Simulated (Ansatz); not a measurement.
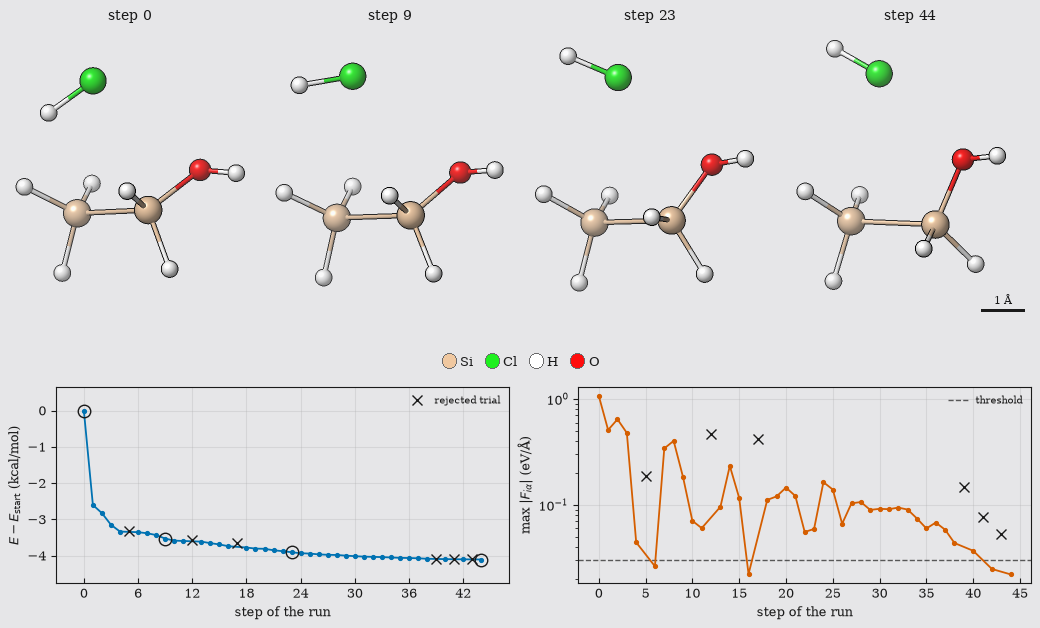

Frames of a relaxation of Si$_{2}$H$_{7}$OCl, marked on the history of the run. A ball-and-stick model, seen at a tilt.

The run prepares an end point of a later path (reaction) calculation, from a guessed geometry.

The calculation used RKS B3LYP-D4/def2-SVP (Ansatz).

Input file:
```yaml
crystal:
  periodic: [false, false, false]
  atoms:
    - { symbol: Si, position_ang: [0.316622, -0.244052, -0.430388] }
    - { symbol: Cl, position_ang: [0.189479, 0.400556, 2.842578] }
    - { symbol: H, position_ang: [1.170309, 0.935921, -0.098418] }
    - { symbol: O, position_ang: [-1.309108, -0.020626, -0.097962] }
    - { symbol: H, position_ang: [-1.782019, 0.587514, -0.678795] }
    - { symbol: H, position_ang: [0.490792, -0.483231, -1.903052] }
    - { symbol: Si, position_ang: [1.028938, -2.092402, 0.660679] }
    - { symbol: H, position_ang: [-0.083845, -2.79559, 1.360936] }
    - { symbol: H, position_ang: [1.675739, -3.051313, -0.2869] }
    - { symbol: H, position_ang: [2.074505, -1.754746, 1.684923] }
    - { symbol: H, position_ang: [1.179689, -0.491831, 2.785798] }
basis:
  gaussian: { orbitals: def2-SVP }
hamiltonian:
  xc: b3lyp
  dispersion: d4
relax:
  f_tol: 0.03
  max_steps: 50
```

Run as
```bash
ansatz run input.yaml --threads 2 --pin off --max-ram 3072MiB --backend cpu --events-out ev --progress --plain --runs-dir out
```

> What happens along the run?

Over 38 accepted moves (44 points after the start) the energy falls by 4.11 kcal/mol. The largest force component goes from 1.1 to 0.022 eV/Å. The line search rejected the trial steps at points 5, 12, 17, 39, 41, 43 of the run. The forces were under the threshold at step 6, but the run went on from there. The atom that moves furthest after the best rigid fit is H11 (1.72 Å). By element the largest moves are H 1.72 Å, O 0.82 Å, Cl 0.67 Å, Si 0.39 Å. Some distances before and after: Si1–Si7 2.261 → 2.348 Å, Cl2–H11 1.334 → 1.292 Å, Si7–H10 1.502 → 1.490 Å, Si1–H3 1.494 → 1.500 Å. Bond angles that change, for instance: Si1–Si7–H9 110.8° → 106.2°, H3–Si1–O4 113.9° → 111.2°, H8–Si7–H10 107.8° → 110.0°. Groups turn about Si1–Si7 by about 45°. The run took 5.2 min on 2 threads of Intel(R) Xeon(R) Processor @ 2.50GHz (Skylake/Cascade Lake), with other jobs on the host, peak memory 0.24 GiB. From step 0 to 9: H11 moves most (0.75 Å), energy −3.53 kcal/mol. From step 9 to 23: H11 moves most (0.74 Å), energy −0.38 kcal/mol. From step 23 to 44: H3 moves most (0.85 Å), energy −0.20 kcal/mol.
